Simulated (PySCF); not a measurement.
## A study: ClH3O3Si, SMILES `O[Si](O)(O)Cl`

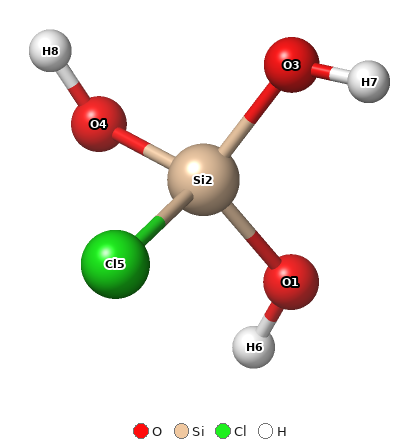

The molecule, with its atoms numbered as below. No frequency check shows the geometry to be a minimum.

Coordinates in Å:

```
O1      -0.8905    0.0675   -1.5177
Si2     -0.3430    0.0001    0.0001
O3      -0.8899    1.2807    0.8175
O4      -0.8899   -1.3482    0.7006
Cl5      1.6838   -0.0000   -0.0002
H6      -0.8207   -0.6886   -2.0938
H7      -0.8200    2.1577    0.4507
H8      -0.8197   -1.4691    1.6434
```

## 1. Bonding charge

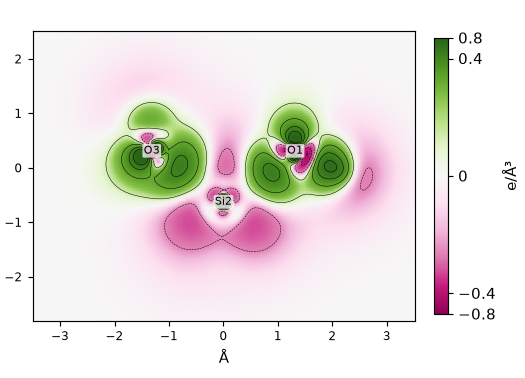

Deformation density (molecule less spherical, spin-averaged free atoms) in the plane of O1, Si2 and O3; colour scale in e/Å³, logarithmic beyond ±0.1; green: gain, pink: loss.

Level of theory: ωB97X/def2-TZVP (PySCF), at a geometry from GFN2-xTB.

Q: Describe the bonding that the map shows.

A: Si2–O3 and O1–Si2: +0.15 e/Å³ at the bond critical point (bond length 1.61 Å, Mayer order 1.2). In all, 2.0 electrons gather in the regions of gain relative to the promolecule.

Q: Where do the Hirshfeld charges lie?

A: The highest Hirshfeld charge is on Si2 (+0.52 e), the lowest on O1, O3 and O4 (−0.32 e).

## 2. Bond critical points

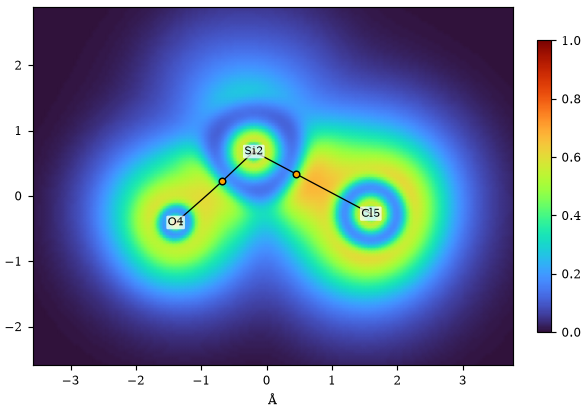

Localised orbital locator (LOL) in the plane of Si2, O4 and Cl5, with bond paths and bond critical points (dots).

Q: Rank the bonds in the plane by LOL at their critical points.

A: Si2–Cl5: about 0.36; Si2–O4: about 0.30. Values above 0.5 mark slow, localised electrons, as in shared pairs; low values at a critical point mark a polar or closed-shell contact whose critical point lies between the shells.

Q: Where along Si2–Cl5 does the critical point lie?

A: 0.74 Å from Si2 and 1.29 Å from Cl5.

## 3. Local ionisation energy

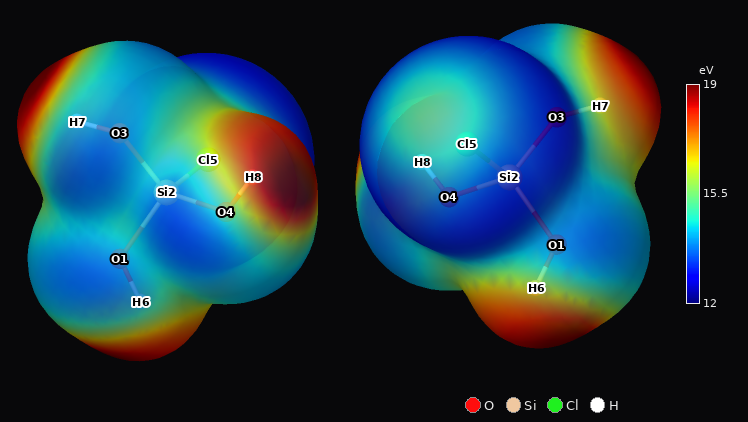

Average local ionisation energy on the surface of electron density 0.001 a.u. (back view left, front view right).

Q: Locate the minima of the map.

A: The lowest value is 12.9 eV, 2.1 Å from Cl5, and at like points elsewhere. Further minima include 13.5 eV, 1.9 Å from O1, and at like points elsewhere. For comparison, the highest occupied orbital lies at −11.5 eV.

Q: What volume does the surface enclose, and what is the dipole moment?

A: About 108 Å³; the dipole moment is 0.3 D.

## 4. In an electric field

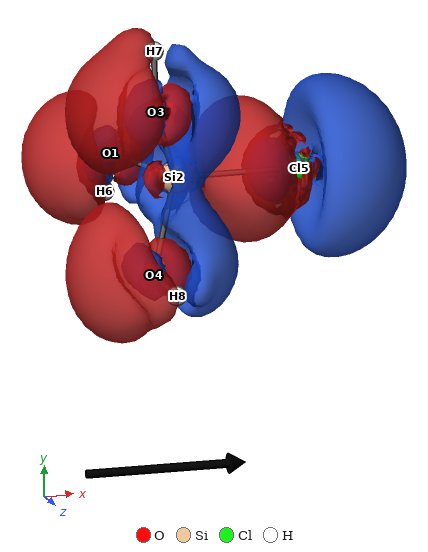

Change of the electron density in a uniform field of 0.21 V/Å along +x (arrow), surfaces at ±0.001 e/Å³ (red: gain, blue: loss).

Computed with PySCF, ωB97X/def2-TZVP, geometry: GFN2-xTB. A basis without diffuse functions makes polarisabilities too small.

Q: What dipole is induced, and what polarisability does it imply?

A: The induced dipole is 0.47 D (along the field); α along this axis, from the fields in both directions, is 46 bohr³ (6.8 Å³).

Q: Which atoms gain and lose the most charge?

A: Electrons gather most on O1, O3 and O4 alike (Hirshfeld charge changes by −0.004 e) and leave Cl5 most (+0.018 e); 0.044 electrons are displaced in all.
